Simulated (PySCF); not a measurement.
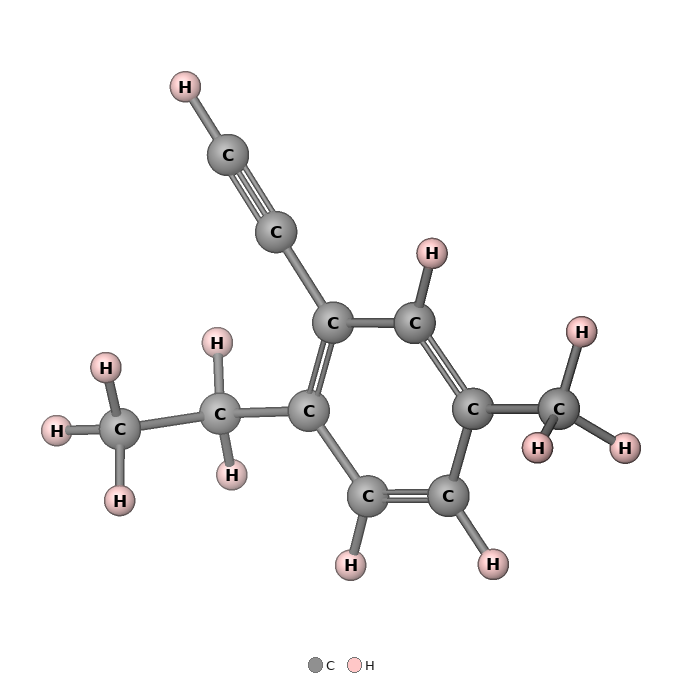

Orthographic view. Atoms fade into the background with distance from the viewer. The geometry was computed by an optimisation with PBE0-D3(BJ)/def2-SVP. No frequency run is at hand to confirm it as a minimum.

### Give the standard InChI.

InChI=1S/C11H12/c1-4-10-7-6-9(3)8-11(10)5-2/h2,6-8H,4H2,1,3H3
